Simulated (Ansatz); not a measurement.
```
atom    x (Å)    y (Å)    z (Å)
  Mg  -0.2056  -1.3070  -0.5226
  Si   0.4883   1.8872  -0.2323
  Cl   0.3327  -0.7166  -2.5768
   H   0.0544   0.5862   0.3938
   N  -0.7227  -2.2321   1.0286
   H   0.4934   2.8468   0.8992
   H   1.8460   1.7093  -0.7856
   H  -0.5093   2.2708  -1.2515
   H  -0.8119  -1.8356   1.9518
   H  -0.9653  -3.2090   1.0952
```

The product side of a reaction path; geometry: PBE0-D4/def2-TZVP.

Method: Ansatz, RKS PBE0-D4/def2-TZVPP.

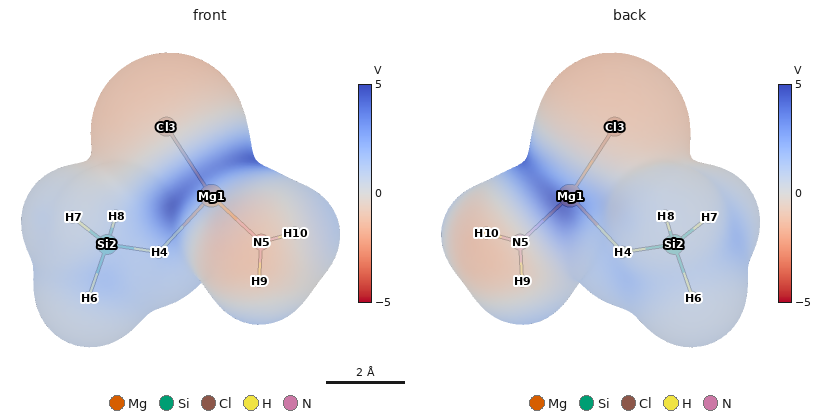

ClH6MgNSi. The electrostatic potential painted on the density surface at 0.002 e/bohr³, seen from the front and from behind; the colour scale runs from red (negative) to blue (positive).

Where is the surface potential most negative and most positive?

The most negative region (about −1.3 V) lies over N5, the most positive (about +4.4 V) over Mg1. N5 is the likeliest acceptor of a hydrogen bond.
